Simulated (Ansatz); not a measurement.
# KMnF3 (Pm-3m): phonons and vibrational spectra

Wanted: phonon frequencies of KMnF3 (Pm-3m) and what follows from them.

Main program and level: Ansatz 0.2.0; DFT PBEsol, scalar-relativistic, plane waves, PAW; PAW set soft_1.

## Step 1: Set-up

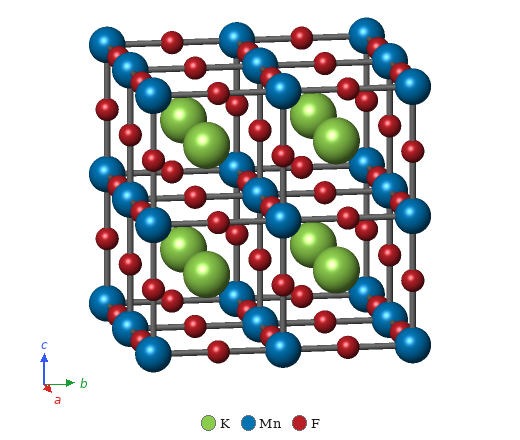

The cell as given, slightly off an axis (potassium green, manganese blue, fluorine red). 2×2×2 cells are drawn. Some periodic images of atoms are drawn too.

## Step 2: A magnetic order at the starting cell, 5 atoms

Phonons depend on the magnetic state, so simple orders are compared first, at the starting cell. This run starts ferromagnetic.

The input, input.yaml:

```yaml
crystal:
  lattice:
    - [4.1893, 0.0, 0.0]
    - [0.0, 4.1893, 0.0]
    - [0.0, 0.0, 4.1893]
  atoms:
    - { symbol: K, position: [0.5, 0.5, 0.5] }
    - { symbol: Mn, position: [0.0, 0.0, 0.0], spin: 4.0 }
    - { symbol: F, position: [0.5, 0.0, 0.0] }
    - { symbol: F, position: [0.0, 0.5, 0.0] }
    - { symbol: F, position: [0.0, 0.0, 0.5] }
kpoints:
  mp_grid: { grid: [8, 8, 8] }
hamiltonian:
  xc: pbesol
  pseudopotentials: { kind: paw, azcp: { folder: soft_1 }, xc_functional: pbe }
scf:
  occupations: { method: gaussian, width: 0.05 }
  max_iter: 100
output:
  forces: true
  stress: true
  eigenvalues: true
  populations: true
magnetization:
  spin_polarized: true
```

Run with:

```
$ ansatz run input.yaml --threads 4 --pin off --max-ram 10240MiB --backend cpu --events-out ev --progress --plain --runs-dir out
```

Numbers of over 12 decimals in the logs are rounded to 6 here.

The log of the run:

```text
Engine: ansatz 0.2.0, x86_64-unknown-linux-gnu
Pseudopotentials: kind: paw
Pseudopotential: K, paw, valence charge 9, recommended cutoff 420 eV (normal), soft_1/K.paw.azcp
Pseudopotential: Mn, paw, valence charge 15, recommended cutoff 420 eV (normal), soft_1/Mn.paw.azcp
Pseudopotential: F, paw, valence charge 7, recommended cutoff 420 eV (normal), soft_1/F.paw.azcp
[...]
k-point 34 ↓: bands = [... 19 lower, 2.5543, 9.7183, 9.7183, 9.7183, 11.3006, 11.3006, 12.5684, 12.5684, ... 3 higher]
--- Löwdin populations: 5 sites ---
  site symbol       q [e]    m [muB]
     0      K      8.1824     0.0023
     1     Mn     13.6196     4.7182
     2      F      7.6737     0.0851
     3      F      7.6737     0.0851
     4      F      7.6737     0.0851
  spilling = 0.003934 (of n_electrons = 45.000000)
[key lines of the parts left out:]
SCF converged after 12 iterations
Magnetization: 5.0000 μB (25.0000 up, 20.0000 down)
Free energy (F): -7790.218191 eV
Fermi energy:    7.911726 eV
P = ⅓ Tr σ = -0.3724 GPa (-3.724 kbar)
```

Wall time 5 s (4 threads of Intel Xeon Platinum 8375C at 2.90GHz (Ice Lake), shared host); peak memory 0.5 GiB.

Numbers from this step:

| Item | Value |
| --- | --- |
| magnetization | 5 μB |
| absolute magnetization | 5.005 μB |
| site moments | 6.33e-4, 4.148, 0.07849, 0.07849, 0.07849 μB |
| pressure | -0.3724 GPa |
| gap on the k-mesh | 1.063 eV |
| volume per atom | 14.70 Å³ |
| gap by spin | 1.063, 6.262 eV |
| direct gap on mesh | 1.963 eV |

At this level the gap is 1.06 eV on the k-mesh of the self-consistent run, which can miss the band edges. The cell carries a net spin moment of 5.00 μB and an absolute one of 5.00 μB.

## Step 3: A magnetic order at the starting cell, 10 atoms

Phonons depend on the magnetic state, so simple orders are compared first, at the starting cell. This run starts antiferromagnetic, q = (0.5, 0.5, 0.5).

System of this step: KMnF3 (Pm-3m). It takes space group Pm-3m (No. 221, cubic). The conventional cell has a = 4.189 Å, b = 4.189 Å, c = 4.189 Å, α = 90.00°, β = 90.00°, γ = 90.00°. K has 12 F at 2.96 Å nearest. Mn has 6 F at 2.09 Å nearest. F has 2 Mn at 2.09 Å and 4 K at 2.96 Å nearest. Farther neighbours and most contacts between anions are not listed.

input.yaml, the sections that differ from step 2:

```yaml
crystal:
  lattice:
    - [4.1893, 4.1893, 0.0]
    - [4.1893, 0.0, 4.1893]
    - [4.1893, 0.0, -4.1893]
  atoms:
    - { symbol: K, position: [0.5, 0.25, 0.75] }
    - { symbol: K, position: [0.5, 0.75, 0.25] }
    - { symbol: Mn, position: [0.0, 0.0, 0.0], spin: 4.0 }
    - { symbol: Mn, position: [0.0, 0.5, 0.5], spin: -4.0 }
    - { symbol: F, position: [0.0, 0.25, 0.25] }
    - { symbol: F, position: [0.0, 0.75, 0.75] }
    - { symbol: F, position: [0.5, 0.75, 0.75] }
    - { symbol: F, position: [0.5, 0.25, 0.25] }
    - { symbol: F, position: [0.0, 0.25, 0.75] }
    - { symbol: F, position: [0.0, 0.75, 0.25] }
# kpoints, hamiltonian, scf, output, magnetization: as in step 2
```

The log of the run:

```text
[...]
Crystal: 10 atoms, lattice volume = 147.046 Å³
Basis set: ecut = 420 eV, 2891 PW (Γ), exchange–correlation on 80×80×80 points (8 copies of the dense FFT grid, shifted against one another)
Bands: 59, of which v1, the nominal top of the filled ones, is band 45 counted from 1 (44 counted from 0)
Symmetry: 48 space group operations
[...]
site symbol       q [e]    m [muB]
     0      K      8.1816     0.0000
     1      K      8.1816     0.0000
     2     Mn     13.6386     4.6373
     3     Mn     13.6386    -4.6373
     4      F      7.6687     0.0000
     5      F      7.6687     0.0000
     6      F      7.6687     0.0000
     7      F      7.6687     0.0000
     8      F      7.6687     0.0000
     9      F      7.6687     0.0000
  spilling = 0.003861 (of n_electrons = 90.000000)
[key lines of the parts left out:]
SCF converged after 11 iterations
Magnetization: 0.0000 μB (45.0000 up, 45.0000 down)
Free energy (F): -15580.607282 eV
Fermi energy:    7.596535 eV
P = ⅓ Tr σ = -1.1694 GPa (-11.694 kbar)
```

It took 7.8 s on 4 threads; peak memory 0.8 GiB; 27 s of CPU time.

At this level the gap is 2.29 eV on the k-mesh of the self-consistent run, which can miss the band edges. The cell carries a net spin moment of 0.00 μB and an absolute one of 9.42 μB, so the moments cancel.

## Step 4: A magnetic order at the starting cell, 10 atoms (run 2)

Phonons depend on the magnetic state, so simple orders are compared first, at the starting cell. This run starts antiferromagnetic, q = (0, 0, 0.5).

input.yaml, the sections that differ from step 3:

```yaml
crystal:
  lattice:
    - [4.1893, 0.0, 0.0]
    - [0.0, 4.1893, 0.0]
    - [0.0, 0.0, 8.3786]
  atoms:
    - { symbol: K, position: [0.5, 0.5, 0.25] }
    - { symbol: K, position: [0.5, 0.5, 0.75] }
    - { symbol: Mn, position: [0.0, 0.0, 0.0], spin: 4.0 }
    - { symbol: Mn, position: [0.0, 0.0, 0.5], spin: -4.0 }
    - { symbol: F, position: [0.5, 0.0, 0.0] }
    - { symbol: F, position: [0.5, 0.0, 0.5] }
    - { symbol: F, position: [0.0, 0.5, 0.0] }
    - { symbol: F, position: [0.0, 0.5, 0.5] }
    - { symbol: F, position: [0.0, 0.0, 0.25] }
    - { symbol: F, position: [0.0, 0.0, 0.75] }
kpoints:
  mp_grid: { grid: [8, 8, 4] }
# hamiltonian, scf, output, magnetization: as in step 3
```

The log of the run:

```text
[...]
Crystal: 10 atoms, lattice volume = 147.046 Å³
Basis set: ecut = 420 eV, 2841 PW (Γ), exchange–correlation on 60×60×120 points (8 copies of the dense FFT grid, shifted against one another)
Bands: 59, of which v1, the nominal top of the filled ones, is band 45 counted from 1 (44 counted from 0)
Symmetry: 16 space group operations
[...]
site symbol       q [e]    m [muB]
     0      K      8.1821     0.0000
     1      K      8.1821     0.0000
     2     Mn     13.6267     4.6893
     3     Mn     13.6267    -4.6893
     4      F      7.6729     0.0831
     5      F      7.6729    -0.0831
     6      F      7.6729     0.0831
     7      F      7.6729    -0.0831
     8      F      7.6696     0.0000
     9      F      7.6696     0.0000
  spilling = 0.003907 (of n_electrons = 90.000000)
[key lines of the parts left out:]
SCF converged after 12 iterations
Magnetization: 0.0000 μB (45.0000 up, 45.0000 down)
Free energy (F): -15580.498738 eV
Fermi energy:    8.049438 eV
P = ⅓ Tr σ = -0.6587 GPa (-6.587 kbar)
```

Wall time 9.2 s (4 threads); peak memory 0.91 GiB; 34 s of CPU time.

The cell carries a net spin moment of 0.00 μB and an absolute one of 9.80 μB, so the moments cancel.

## Step 5: The orders compared

An antiferromagnetic start is carried into the relaxation if it ends more than 3 meV per atom below the ferromagnetic start.

This step gave:

```
start carried on : antiferromagnetic, q = (0.5, 0.5, 0.5)
```

Orders, by row:

```csv
starting order,atoms,energy from the first start (meV/atom),largest moment (μB),gap on mesh (eV),net moment of the cell (μB),order kept
ferromagnetic,5,0,4.15,1.06,5,yes
"antiferromagnetic, q = (0.5, 0.5, 0.5)",10,-17.1,4.09,2.29,0,yes
"antiferromagnetic, q = (0, 0, 0.5)",10,-6.2,4.13,1.31,0,yes
```

The start carried on is the antiferromagnetic, q = (0.5, 0.5, 0.5) one.

## Step 6: Bringing the structure to rest

The cell and atoms are relaxed, since residual forces and stress would shift the frequencies.

The input, input.yaml:

```yaml
crystal:
  lattice:
    - [4.1893, 4.1893, 0.0]
    - [4.1893, 0.0, 4.1893]
    - [4.1893, 0.0, -4.1893]
  atoms:
    - { symbol: K, position: [0.5, 0.25, 0.75] }
    - { symbol: K, position: [0.5, 0.75, 0.25] }
    - { symbol: Mn, position: [0.0, 0.0, 0.0], spin: 4.49 }
    - { symbol: Mn, position: [0.0, 0.5, 0.5], spin: -4.49 }
    - { symbol: F, position: [0.0, 0.25, 0.25] }
    - { symbol: F, position: [0.0, 0.75, 0.75] }
    - { symbol: F, position: [0.5, 0.75, 0.75] }
    - { symbol: F, position: [0.5, 0.25, 0.25] }
    - { symbol: F, position: [0.0, 0.25, 0.75] }
    - { symbol: F, position: [0.0, 0.75, 0.25] }
kpoints:
  mp_grid: { grid: [6, 6, 6] }
hamiltonian:
  xc: pbesol
  pseudopotentials: { kind: paw, azcp: { folder: soft_1 }, xc_functional: pbe }
scf:
  occupations: { method: gaussian, width: 0.02 }
output:
  forces: true
  stress: true
  eigenvalues: true
  populations: true
  write_density: true
  write_potential: true
  elf: true
  volumetric_format: npy
magnetization:
  spin_polarized: true
relax:
  adjacent_minimum: "off"
  f_tol: 0.005
  max_steps: 80
  cell: { stress_tol: 0.05 }
```

The log of the run:

```text
[...]
Crystal: 10 atoms, lattice volume = 147.046 Å³
Basis set: ecut = 420 eV, 2891 PW (Γ), exchange–correlation on 80×80×80 points (8 copies of the dense FFT grid, shifted against one another)
Bands: 60, of which v1, the nominal top of the filled ones, is band 45 counted from 1 (44 counted from 0)
Symmetry: 48 space group operations
[...]
k-points: 16 of 216
[...]
Starting moments: Σ|m| = 8.98 μB on 2 of 10 sites
[...]
SCF iter   1: F=—  HF=-15597.832235 eV  |F-HF|=—  |Δ(HF+E_count)|=         —  Δρ=1.43e-1 (↑1.43e-1 ↓1.43e-1)  dr2=1.04e2  dr2_m=2.17e-1  M=0.000 μB ∫|m|=7.922 μB  β_m=0.30  ethr=3.10e-3  ⟨swp⟩=6.9  Hψ=3745  notcnv=0  defer=5
[...]
SCF iter  12: F=-15580.607131 eV  HF=-15580.607131 eV  |F-HF|=1.01e-9  |Δ(HF+E_count)|=   5.41e-9  Δρ=6.17e-7 (↑6.17e-7 ↓6.17e-7)  dr2=2.36e-9  dr2_m=3.30e-11  M=0.000 μB ∫|m|=9.412 μB  ethr=7.58e-11  ⟨swp⟩=14.4  Hψ=6879  notcnv=0
SCF 1 converged in 12 iterations: F = -15580.607131 eV  dr2 = 2.36e-9
[...]
relax step   1: F+E_penalty+E_count = -15580.60713082 eV  Δ(F+E_penalty+E_count) = +0.000e0 eV  max|allowed force component| = 1.971e-29 eV/Å  Δτ_max = 0.0000 Å  P = -1.170 GPa  Ω = 147.046 Å³  (12 SCF iters, dr2 threshold 1.00e-7 eV, accepted)
Crystal: 10 atoms, lattice volume = 145.425 Å³
Basis set: ecut = 420 eV, 2741 PW (Γ), exchange–correlation on 80×80×80 points (8 copies of the dense FFT grid, shifted against one another)
[...]
Starting moments: Σ|m| = 8.98 μB on 2 of 10 sites; this step starts from the density that it was given
[...]
iter 1 solved again at ethr=4.12e-6 eV; its pass at ethr=3.10e-3 eV (dr2=3.71e-3 eV) is discarded
[...]
SCF iter   8: F=-15580.618721 eV  HF=-15580.618721 eV  |F-HF|=3.80e-10  |Δ(HF+E_count)|=   1.51e-8  Δρ=2.65e-7 (↑2.65e-7 ↓2.65e-7)  dr2=5.15e-10  dr2_m=3.32e-12  M=0.000 μB ∫|m|=9.399 μB  ethr=1.73e-11  ⟨swp⟩=4.9  Hψ=4584  notcnv=0
SCF 2 converged in 8 iterations: F = -15580.618721 eV  dr2 = 5.15e-10
[...]
relax step   2: F+E_penalty+E_count = -15580.61872080 eV  Δ(F+E_penalty+E_count) = -1.159e-2 eV  max|allowed force component| = 1.623e-29 eV/Å  Δτ_max = 0.0000 Å  P = -0.400 GPa  Ω = 145.425 Å³  energy of the carried Pulay correction = +3.609e-3 eV  (8 SCF iters, dr2 threshold 1.00e-6 eV, accepted)
Crystal: 10 atoms, lattice volume = 144.596 Å³
[...]
SCF iter   6: F=-15580.621594 eV  HF=-15580.621594 eV  |F-HF|=1.67e-8  |Δ(HF+E_count)|=   1.37e-7  Δρ=3.99e-6 (↑3.99e-6 ↓3.99e-6)  dr2=5.49e-8  dr2_m=1.17e-8  M=0.000 μB ∫|m|=9.392 μB  ethr=4.45e-10  ⟨swp⟩=5.8  Hψ=5383  notcnv=0
SCF 3 converged in 6 iterations: F = -15580.621594 eV  dr2 = 5.49e-8
relax step   3: F+E_penalty+E_count = -15580.62159441 eV  Δ(F+E_penalty+E_count) = -2.874e-3 eV  max|allowed force component| = 2.658e-29 eV/Å  Δτ_max = 0.0000 Å  P = +0.010 GPa  Ω = 144.596 Å³  energy of the carried Pulay correction = +5.469e-3 eV  (6 SCF iters, dr2 threshold 4.00e-7 eV, accepted)
[...]
relax step   4: F+E_penalty+E_count = -15580.61658000 eV  Δ(F+E_penalty+E_count) = +5.014e-3 eV  max|allowed force component| = 3.166e-29 eV/Å  Δτ_max = 0.0000 Å  P = -0.054 GPa  Ω = 144.596 Å³  stress off target by 5.43e-2 GPa  SCF on the basis re-selected at this cell (its energy is not comparable with the rows above)  (8 SCF iters)
[...]
relax step   5: F+E_penalty+E_count = -15580.61684629 eV  Δ(F+E_penalty+E_count) = -2.663e-4 eV  max|allowed force component| = 1.111e-28 eV/Å  Δτ_max = 0.0000 Å  P = -0.000 GPa  Ω = 144.487 Å³  energy of the carried Pulay correction = +2.477e-4 eV  (6 SCF iters, dr2 threshold 7.36e-9 eV, accepted)
[...]
SCF iter   1: F=—  HF=-15580.616814 eV  |F-HF|=—  |Δ(HF+E_count)|=         —  Δρ=5.46e-7 (↑5.46e-7 ↓5.46e-7)  dr2=1.26e-9  dr2_m=1.02e-10  M=0.000 μB ∫|m|=9.392 μB  β_m=0.65  ethr=1.82e-7  ⟨swp⟩=3.6  Hψ=6197  notcnv=0  defer=1
eigensolver tolerance schedule: the retry pair's looser diagonalisation over-reported the residual by 130185.54 of it (diagonalisation noise at an unbounded share of the residual, at the tolerance the schedule requests for it); recorded, not acted on — ethr = c·dr2/N_el stays at c = 1.0e-1
[...]
SCF iter   2: F=—  HF=-15580.616814 eV  |F-HF|=—  |Δ(HF+E_count)|=   4.17e-7  Δρ=3.83e-7 (↑3.83e-7 ↓3.83e-7)  dr2=6.28e-10  dr2_m=3.78e-11  M=0.000 μB ∫|m|=9.392 μB  β_m=0.60  ethr=1.40e-12  ⟨swp⟩=3.1  Hψ=2313  notcnv=0
[...]
SCF iter   4: F=-15580.616814 eV  HF=-15580.616814 eV  |F-HF|=1.82e-12  |Δ(HF+E_count)|=  1.44e-10  Δρ=5.19e-8 (↑5.19e-8 ↓5.19e-8)  dr2=1.16e-11  dr2_m=7.19e-13  M=0.000 μB ∫|m|=9.392 μB  ethr=1.00e-12  ⟨swp⟩=7.1  Hψ=4062  notcnv=0
SCF 6 converged in 4 iterations: F = -15580.616814 eV  dr2 = 1.16e-11
relax step   6: F+E_penalty+E_count = -15580.61681352 eV  Δ(F+E_penalty+E_count) = +3.277e-5 eV  max|allowed force component| = 1.711e-28 eV/Å  Δτ_max = 0.0000 Å  P = -0.002 GPa  Ω = 144.487 Å³  stress off target by 1.90e-3 GPa  SCF on the basis re-selected at this cell (its energy is not comparable with the rows above)  (4 SCF iters)
[...]
SCF converged after 4 iterations
Magnetization: 0.0000 μB (45.0000 up, 45.0000 down)
Absolute magnetization: 9.3990 μB (∫|ρ↑−ρ↓|, with the PAW one-centre terms)
[...]
Per-site moments (μB) at R_I (Å): [(-3.4251691281114277e-16, 1.214810), (3.4251691281114233e-16, 1.214810), (4.067160, 0.859000), (-4.067160, 0.859000), (3.1822158276963864e-17, 0.859000), (-4.6584635239919966e-17, 0.859000), (-6.868235159841593e-17, 0.859000), (6.868235159841616e-17, 0.859000), (-2.2775834891811916e-16, 0.859000), (1.9251318287281795e-16, 0.859000)]
Free energy (F): -15580.616814 eV
[...]
Internal energy: -15580.616814 eV  (E = F + TS)
E sigma→0 (E₀):  -15580.616814 eV
Fermi energy:    7.877486 eV
[...]
--- Stress (GPa, compression-positive) ---
       -0.001904       0.000000       0.000000
       -0.000000      -0.001904      -0.000000
        0.000000      -0.000000      -0.001904
  P = ⅓ Tr σ = -0.0019 GPa (-0.019 kbar)
--- Band table (eV; the first three rows and the last of 32) ---
  k-point 0 ↑: bands = [... 41 lower, 5.3534, 5.3534, 6.5635, 6.5635, 9.0100, 9.5601, 9.5601, 9.5601, ... 11 higher]
  k-point 1 ↑: bands = [... 41 lower, 5.3847, 5.3847, 6.6080, 6.6080, 9.3470, 9.5517, 9.5587, 9.5587, ... 11 higher]
  k-point 2 ↑: bands = [... 41 lower, 5.4418, 5.4418, 6.6985, 6.6985, 9.5402, 9.5552, 9.5552, 10.2073, ... 11 higher]
  k-point 15 ↓: bands = [... 41 lower, 5.4967, 5.5324, 6.4627, 6.6500, 9.5789, 9.5869, 9.6013, 10.2022, ... 11 higher]
--- Relaxed structure (4 steps of the walk, 4 accepted, 2 SCFs on fresh bases) ---
  F+E_penalty+E_count = -15580.61681352 eV   max|allowed force component| = 1.711e-28 eV/Å   (the final SCF, on the basis selected at the relaxed cell)
  cell:  # Å, volume = 144.4868 Å³
    - [4.164850, 4.164850, 0]
    - [4.164850, 0, 4.164850]
    - [4.164850, 0, -4.164850]
  atoms:
    - { symbol: K, position: [0.500000, 0.250000, 0.75] }
    - { symbol: K, position: [0.500000, 0.75, 0.25] }
    - { symbol: Mn, position: [0, 0, 0] }
    - { symbol: Mn, position: [0, 0.5, 0.5] }
    - { symbol: F, position: [0, 0.250000, 0.250000] }
    - { symbol: F, position: [0, 0.75, 0.75] }
    - { symbol: F, position: [0.500000, 0.750000, 0.750000] }
    - { symbol: F, position: [0.500000, 0.25, 0.25] }
    - { symbol: F, position: [0, 0.250000, 0.75] }
    - { symbol: F, position: [0, 0.750000, 0.25] }
--- Löwdin populations: 10 sites ---
  site symbol       q [e]    m [muB]
     0      K      8.1814     0.0000
     1      K      8.1814     0.0000
     2     Mn     13.6443     4.6268
     3     Mn     13.6443    -4.6268
     4      F      7.6669     0.0000
     5      F      7.6669     0.0000
     6      F      7.6669     0.0000
     7      F      7.6669     0.0000
     8      F      7.6669     0.0000
     9      F      7.6669     0.0000
  spilling = 0.003856 (of n_electrons = 90.000000)
```

Run time: 17 s. Hardware: 4 threads; peak memory 0.74 GiB; 60 s of CPU time.

Step by step:

```csv
step,energy less that of the first step (eV),largest force component (eV/Å),pressure (GPa),volume (Å³)
1,0.0000,0.0000,-1.17,147.05
2,-0.0116,0.0000,-0.40,145.42
3,-0.0145,0.0000,0.01,144.60
4*,-0.0094,0.0000,-0.05,144.60
5,-0.0097,0.0000,0.00,144.49
6*,-0.0097,0.0000,0.00,144.49
```

Relaxation steps marked * repeat the geometry before them on a plane-wave basis chosen anew for their cell, so energy and pressure can jump there.

The run keeps the 48 symmetry operations that it works with, so distortions that break them were not tested.

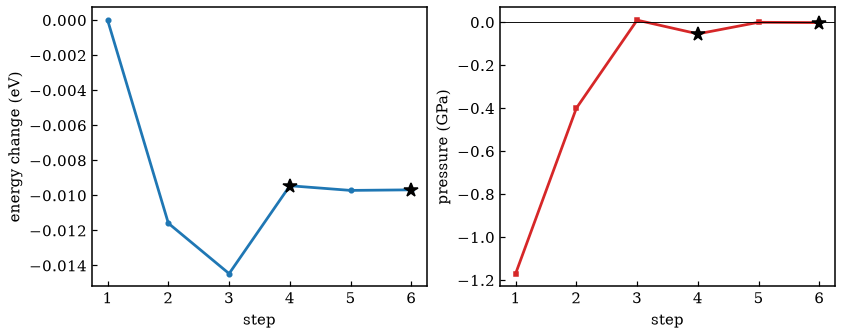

Energy and pressure along the relaxation. Stars mark steps on a basis chosen anew.

```csv
cell as run,before,after,change
a (Å),5.925,5.890,-0.6 %
b (Å),5.925,5.890,-0.6 %
c (Å),5.925,5.890,-0.6 %
volume (Å³/atom),14.70,14.45,-1.7 %
```

Numbers from this step:

| Item | Value |
| --- | --- |
| absolute magnetization | 9.399 μB |
| pressure | -0.001904 GPa |
| gap on the k-mesh | 2.265 eV |
| volume per atom | 14.45 Å³ |
| gap by spin | 2.265, 2.265 eV |
| direct gap on mesh | 2.447 eV |

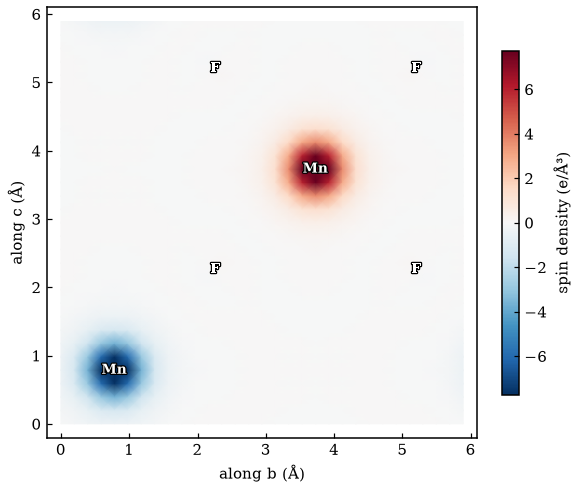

Spin density in the bc plane at fractional x = 1.000, with atoms of Mn and F within 0.2 Å of it. The map starts off the cell's origin, so that atoms lie inside it.

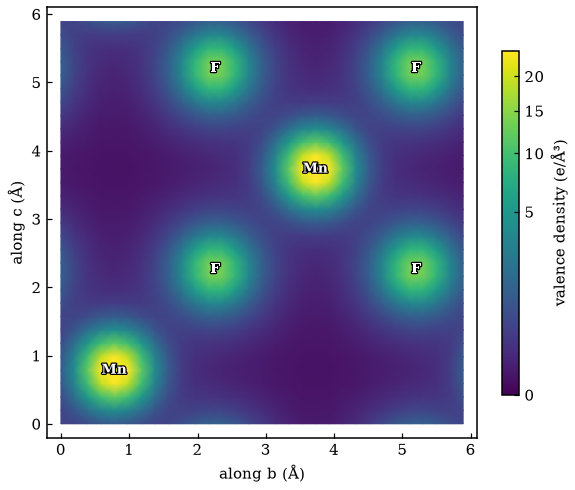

Valence density in the bc plane at fractional x = 1.000, with atoms of Mn and F within 0.2 Å of it. It is the smooth field of the valence electrons, not physical close to the nuclei. The map starts off the cell's origin, so that atoms lie inside it. The colour scale is stretched toward low values.

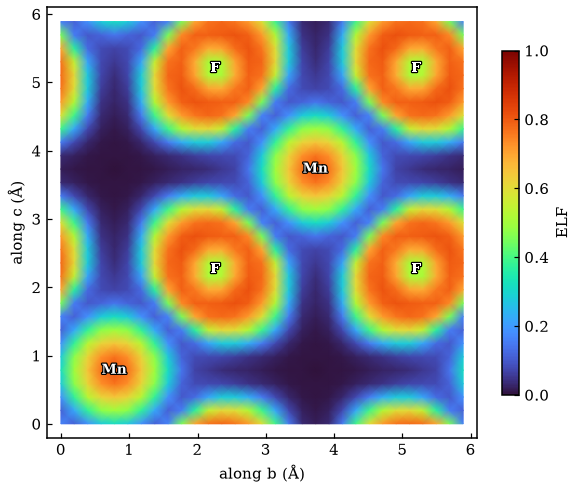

ELF in the bc plane at fractional x = 1.000, with atoms of Mn and F within 0.2 Å of it. It is the smooth field of the valence electrons, not physical close to the nuclei. The map starts off the cell's origin, so that atoms lie inside it.

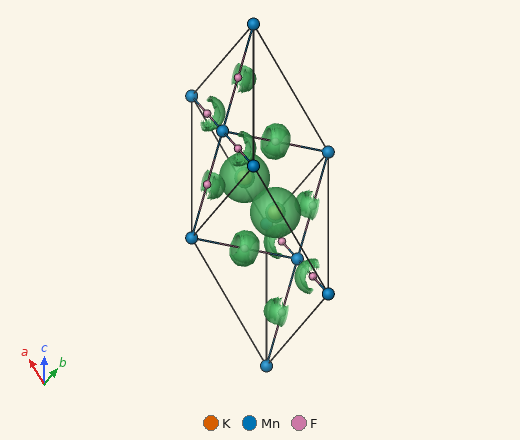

Surface of ELF = 0.8.

In this step the volume went from 14.70 to 14.45 Å³/atom.

(Continued in part 2 of 2.)

[Logs are printed without paths, hosts, clocks, repeated set-up lines and the standing remarks that a program may print on its own settings, such as how far it seeks lower states.]

[Hosts, paths, dates, database ids (printed as entryN), source tags and the programs' standing remarks are cut or masked in the printed files.]
